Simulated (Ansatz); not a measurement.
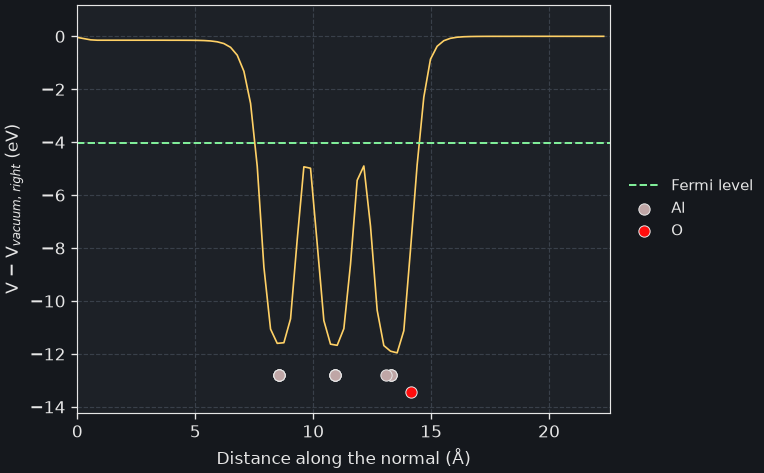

Plane-averaged electrostatic potential energy of an electron across the slab; circles at the bottom mark the heights of the atoms (positions after relaxation). System: a (111) slab cut from Al (Fm-3m), of composition Al12O (not the bulk's), ended by Al planes, 13 atoms in the cell. Computed with Ansatz: DFT PBE+D3(BJ), scalar-relativistic, plane waves, PAW, spin-polarised, 4×4×1 k mesh, 420 eV cutoff, Gaussian smearing of 0.1 eV.

The work function is 4.02 eV at the right face and 3.87 eV at the left. The vacuum levels differ by 0.15 eV, so the slab carries a dipole along its normal. Some atoms were held fixed in the relaxation, which can itself make the faces differ. The outermost atoms are 5.6 Å apart, which leaves 17.0 Å of vacuum in a cell 22.6 Å high.

Some starting moments didn't survive the run.
